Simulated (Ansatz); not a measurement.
**Nudged elastic band, with input and output: C3H6BBr (part 2 of 2)**

The same run, continued: C3H6BBr; RKS B3LYP-D4/def2-SVP (Ansatz 0.2.0). It belongs to a series of runs on one base structure; here: band between the two ends.

Geometry of the input (Å):
```
C  -1.5123  1.3911  -0.5551
C  -0.3572  0.8635  -0.1148
Br 1.0222  2.0727  0.4908
B  -0.0894  -0.6694  -0.0715
C  1.2401  -1.2986  0.4439
H  -1.7105  2.4663  -0.5892
H  -2.3018  0.7163  -0.9003
H  -1.0122  -1.3474  -0.4672
H  1.3919  -1.0011  1.4994
H  2.1019  -0.8564  -0.0895
H  1.2927  -2.3939  0.3741
```

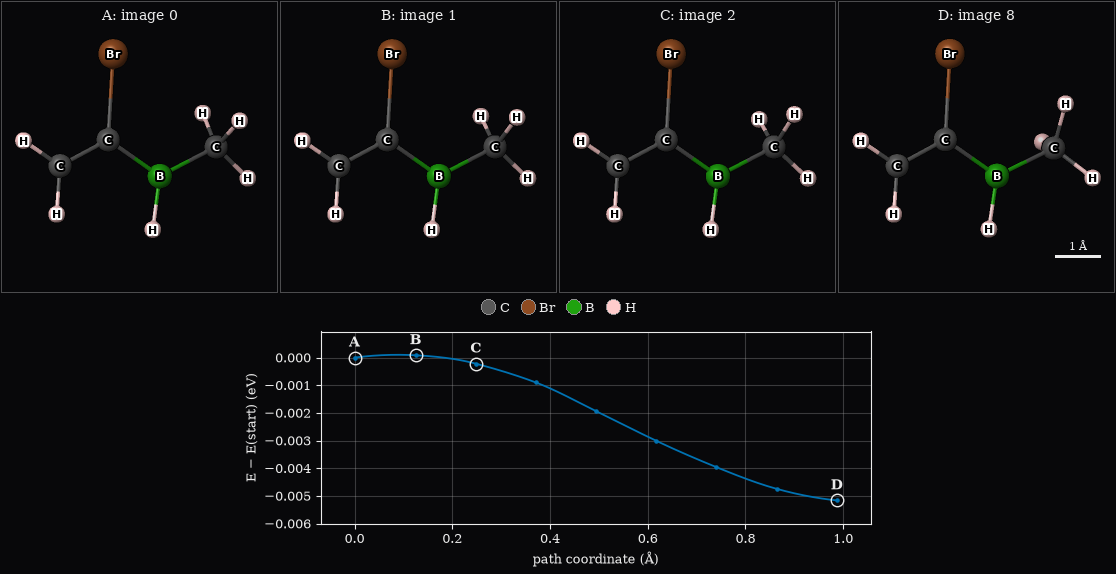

*Images of the last band (counted from 0; ball-and-stick, seen at a tilt) above the energy along the path; the line is a cubic interpolation that uses the forces.*

The highest image is number 1, 0.000 eV above the start and 0.005 eV above the end (the climbing image); the end lies 0.005 eV below the start. The path is 0.99 Å long. The band converged in 22 iterations.

```
Total energy: -73920.89910541 eV, -2716.5429367389 hartree
Atom 0 at    -1.511117     1.392352    -0.555000 Å, force    -0.000486     0.001588    -0.001761 eV/Å
Atom 1 at    -0.361960     0.862974    -0.101759 Å, force    -0.000619    -0.000550     0.000800 eV/Å
Atom 2 at     1.005654     2.068931     0.536195 Å, force     0.000744     0.000493    -0.000229 eV/Å
Atom 3 at    -0.090384    -0.669745    -0.071295 Å, force     0.002009    -0.001648     0.000528 eV/Å
Atom 4 at     1.237735    -1.299841     0.447050 Å, force    -0.003541     0.002679     0.000057 eV/Å
Atom 5 at    -1.711739     2.467327    -0.581625 Å, force    -0.000412    -0.000340     0.001231 eV/Å
Atom 6 at    -2.293536     0.719307    -0.919328 Å, force     0.000296    -0.000474     0.000153 eV/Å
Atom 7 at    -1.003675    -1.345775    -0.491715 Å, force     0.000538     0.000082    -0.000619 eV/Å
Atom 8 at     1.437254    -0.955338     1.479080 Å, force     0.000640    -0.000035     0.000111 eV/Å
Atom 9 at     2.085312    -0.899331    -0.141305 Å, force     0.000298    -0.001367    -0.000370 eV/Å
Atom 10 at     1.271857    -2.397763     0.420203 Å, force     0.000533    -0.000428     0.000099 eV/Å
Dipole moment:    -0.191153    -0.075238    -0.086394 e Å
this run last wrote the band of iteration 22 to [file]
```

### The last band as extended XYZ (Å, eV, eV/Å)
```
11
Properties=species:S:1:pos:R:3:forces:R:3 image=0 energy=-73920.89893
C    -1.5123    1.3911   -0.5551    0.0057   0.0000  -0.0006
C    -0.3572    0.8635   -0.1148   -0.0036   0.0042  -0.0012
Br    1.0222    2.0727    0.4908    0.0005  -0.0004   0.0006
B    -0.0894   -0.6694   -0.0715    0.0016  -0.0023   0.0025
C     1.2401   -1.2986    0.4439    0.0016   0.0011  -0.0056
H    -1.7105    2.4663   -0.5892   -0.0018   0.0006  -0.0003
H    -2.3018    0.7163   -0.9003   -0.0011  -0.0006   0.0000
H    -1.0122   -1.3474   -0.4672   -0.0024  -0.0018   0.0011
H     1.3919   -1.0011    1.4994   -0.0007  -0.0006   0.0018
H     2.1019   -0.8564   -0.0895    0.0002   0.0004   0.0019
H     1.2927   -2.3939    0.3741    0.0000  -0.0005  -0.0002
11
Properties=species:S:1:pos:R:3:forces:R:3 image=1 energy=-73920.89885
C    -1.5111    1.3924   -0.5550   -0.0005   0.0016  -0.0018
C    -0.3620    0.8630   -0.1018   -0.0006  -0.0006   0.0008
Br    1.0057    2.0689    0.5362    0.0007   0.0005  -0.0002
B    -0.0904   -0.6697   -0.0713    0.0020  -0.0016   0.0005
C     1.2377   -1.2998    0.4471   -0.0035   0.0027   0.0001
H    -1.7117    2.4673   -0.5816   -0.0004  -0.0003   0.0012
H    -2.2935    0.7193   -0.9193    0.0003  -0.0005   0.0002
H    -1.0037   -1.3458   -0.4917    0.0005   0.0001  -0.0006
H     1.4373   -0.9553    1.4791    0.0006   0.0000   0.0001
H     2.0853   -0.8993   -0.1413    0.0003  -0.0014  -0.0004
H     1.2719   -2.3978    0.4202    0.0005  -0.0004   0.0001
11
Properties=species:S:1:pos:R:3:forces:R:3 image=2 energy=-73920.89915
C    -1.5083    1.3969   -0.5526    0.0029  -0.0043   0.0046
C    -0.3657    0.8635   -0.0874    0.0045   0.0065   0.0015
Br    0.9920    2.0646    0.5818   -0.0052  -0.0045  -0.0029
B    -0.0916   -0.6690   -0.0713    0.0031   0.0002  -0.0038
C     1.2337   -1.3033    0.4487   -0.0049   0.0072   0.0035
H    -1.7092    2.4719   -0.5704   -0.0024   0.0004   0.0005
H    -2.2845    0.7269   -0.9353   -0.0001   0.0014  -0.0016
H    -0.9954   -1.3412   -0.5176    0.0007  -0.0005  -0.0014
H     1.4814   -0.9175    1.4542    0.0020  -0.0013  -0.0006
H     2.0648   -0.9479   -0.1919   -0.0002  -0.0034  -0.0018
H     1.2481   -2.4019    0.4624   -0.0005  -0.0017   0.0021
11
Properties=species:S:1:pos:R:3:forces:R:3 image=3 energy=-73920.89983
C    -1.5085    1.4026   -0.5402    0.0184   0.0008  -0.0075
C    -0.3620    0.8671   -0.0873   -0.0043   0.0068   0.0187
Br    0.9890    2.0633    0.6040   -0.0043  -0.0047  -0.0031
B    -0.0851   -0.6647   -0.0871    0.0049  -0.0068  -0.0075
C     1.2263   -1.3084    0.4550   -0.0063   0.0019  -0.0130
H    -1.7157    2.4766   -0.5338   -0.0091   0.0002  -0.0002
H    -2.2798    0.7363   -0.9388   -0.0035   0.0006   0.0010
H    -0.9723   -1.3317   -0.5727   -0.0017   0.0017  -0.0011
H     1.5092   -0.8869    1.4351    0.0018   0.0021   0.0151
H     2.0502   -1.0050   -0.2221    0.0007  -0.0076  -0.0087
H     1.2141   -2.4061    0.5085    0.0034   0.0052   0.0063
11
Properties=species:S:1:pos:R:3:forces:R:3 image=4 energy=-73920.90086
C    -1.5050    1.4079   -0.5387   -0.0001  -0.0008  -0.0028
C    -0.3629    0.8705   -0.0770    0.0038   0.0068   0.0062
Br    0.9777    2.0628    0.6398   -0.0039  -0.0030   0.0007
B    -0.0822   -0.6607   -0.0914    0.0022  -0.0034  -0.0025
C     1.2218   -1.3114    0.4592   -0.0027   0.0016   0.0038
H    -1.7171    2.4808   -0.5224   -0.0015  -0.0005   0.0005
H    -2.2699    0.7437   -0.9530    0.0000   0.0003  -0.0013
H    -0.9577   -1.3231   -0.6039    0.0009   0.0008  -0.0011
H     1.5466   -0.8551    1.4096    0.0046   0.0016  -0.0023
H     2.0304   -1.0670   -0.2605   -0.0029  -0.0045  -0.0028
H     1.1836   -2.4054    0.5588   -0.0003   0.0013   0.0015
11
Properties=species:S:1:pos:R:3:forces:R:3 image=5 energy=-73920.90194
C    -1.5100    1.4012   -0.5443   -0.0077   0.0092  -0.0045
C    -0.3708    0.8722   -0.0660   -0.0017  -0.0082   0.0005
Br    0.9448    2.0717    0.6824   -0.0005   0.0012   0.0029
B    -0.0751   -0.6563   -0.0891   -0.0022   0.0055   0.0004
C     1.2273   -1.3047    0.4658    0.0034  -0.0019  -0.0029
H    -1.7341    2.4717   -0.5243    0.0030  -0.0012   0.0029
H    -2.2609    0.7331   -0.9776    0.0047  -0.0042   0.0013
H    -0.9353   -1.3222   -0.6228    0.0008   0.0005  -0.0025
H     1.5943   -0.8172    1.3838    0.0020   0.0038  -0.0024
H     2.0133   -1.1128   -0.2949   -0.0002  -0.0044  -0.0007
H     1.1718   -2.3935    0.6074   -0.0016  -0.0002   0.0049
11
Properties=species:S:1:pos:R:3:forces:R:3 image=6 energy=-73920.90289
C    -1.5129    1.3976   -0.5501    0.0021  -0.0049   0.0084
C    -0.3773    0.8740   -0.0574    0.0049   0.0037   0.0026
Br    0.9185    2.0798    0.7162   -0.0038  -0.0023  -0.0011
B    -0.0699   -0.6520   -0.0856   -0.0078   0.0027  -0.0015
C     1.2318   -1.2994    0.4705    0.0099  -0.0006  -0.0110
H    -1.7441    2.4664   -0.5275   -0.0034   0.0014  -0.0016
H    -2.2526    0.7253   -0.9959   -0.0006   0.0023  -0.0049
H    -0.9191   -1.3211   -0.6330    0.0014   0.0004  -0.0017
H     1.6416   -0.7800    1.3511    0.0022   0.0033   0.0010
H     1.9927   -1.1676   -0.3286   -0.0020  -0.0059   0.0048
H     1.1567   -2.3799    0.6608   -0.0029  -0.0001   0.0050
11
Properties=species:S:1:pos:R:3:forces:R:3 image=7 energy=-73920.90367
C    -1.5173    1.3949   -0.5503   -0.0004   0.0004  -0.0001
C    -0.3803    0.8779   -0.0533    0.0001  -0.0002   0.0007
Br    0.8974    2.0889    0.7406   -0.0009   0.0001   0.0012
B    -0.0610   -0.6453   -0.0903    0.0007   0.0005  -0.0002
C     1.2364   -1.2950    0.4732    0.0005   0.0018   0.0015
H    -1.7596    2.4611   -0.5201   -0.0004  -0.0003   0.0004
H    -2.2463    0.7200   -1.0094    0.0004  -0.0001  -0.0006
H    -0.8986   -1.3163   -0.6532    0.0007   0.0001  -0.0010
H     1.6818   -0.7471    1.3180    0.0011   0.0008  -0.0018
H     1.9790   -1.2328   -0.3513   -0.0006  -0.0031  -0.0014
H     1.1340   -2.3631    0.7167   -0.0011   0.0000   0.0014
11
Properties=species:S:1:pos:R:3:forces:R:3 image=8 energy=-73920.90409
C    -1.5206    1.3915   -0.5532   -0.0064   0.0071  -0.0030
C    -0.3846    0.8806   -0.0481    0.0032   0.0054   0.0045
Br    0.8719    2.0968    0.7717   -0.0021  -0.0033  -0.0016
B    -0.0526   -0.6392   -0.0941    0.0069  -0.0055   0.0054
C     1.2419   -1.2895    0.4747    0.0006  -0.0010  -0.0010
H    -1.7725    2.4552   -0.5160   -0.0031   0.0012  -0.0013
H    -2.2385    0.7146   -1.0266    0.0009  -0.0010  -0.0003
H    -0.8792   -1.3128   -0.6699   -0.0014  -0.0003  -0.0020
H     1.7217   -0.7159    1.2820    0.0010  -0.0013  -0.0004
H     1.9629   -1.2961   -0.3710    0.0011  -0.0018  -0.0006
H     1.1149   -2.3421    0.7709   -0.0007   0.0006   0.0004
```

### Results in brief

```csv
quantity,value
outcome,converged
"barrier, forward",0.000 eV
"barrier, backward",0.005 eV
wall time,16 min (CPU time 30 min)
peak memory,0.32 GiB
```

### Remarks

The order of the saddle point was not checked.
